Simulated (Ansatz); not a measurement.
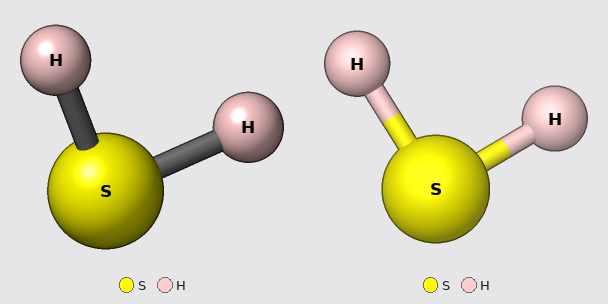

The same structure drawn twice, from different directions.

Describe the molecule.

It has 3 atoms: 2 hydrogen and 1 sulfur (H₂S). The point group is C2v. Coordination: 1 S bent.

More results for the same structure follow; atom numbers are the same in all pictures, views and colours differ. The computed structure is the end point of a PBE0-D4/def2-TZVP optimisation.

**Vibrations**

Harmonic vibrations computed with RKS PBE0-D4/def2-TZVP (Ansatz 0.2.0) at a stationary point of the same level.

Question: How many vibrational modes are there, and where do they lie?

Answer: 3 modes: 1209, 2724, 2740 cm⁻¹.

**Charges**

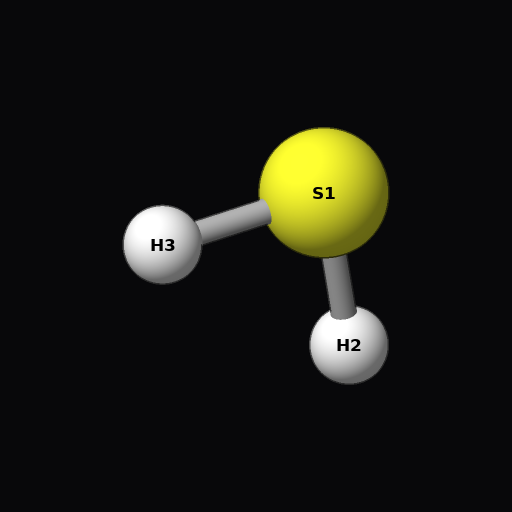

The questions are on Mulliken charges. Level of theory: RKS PBE0-D4/def2-TZVP (Ansatz 0.2.0).

Give the Mulliken charges atom by atom.

```tsv
atom	value (e)
S1	−0.35
H2	0.17
H3	0.17
```

**Dipole moment**

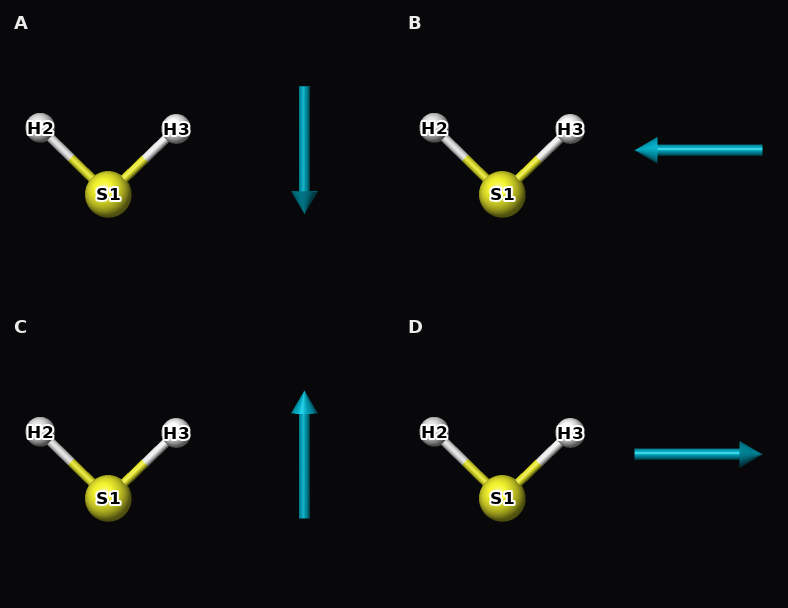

The same molecule four times, each with an arrow. Method: RKS PBE0-D4/def2-TZVP (Ansatz 0.2.0).

Question: Which arrow points along the dipole moment, from the negative to the positive end?

Answer: C. The dipole moment is 1.16 D; it points from the side of S1 to the side of H2, H3 (the outermost atoms at the two ends).

Mulliken values depend strongly on the basis set and can even reverse the polarity of a bond.
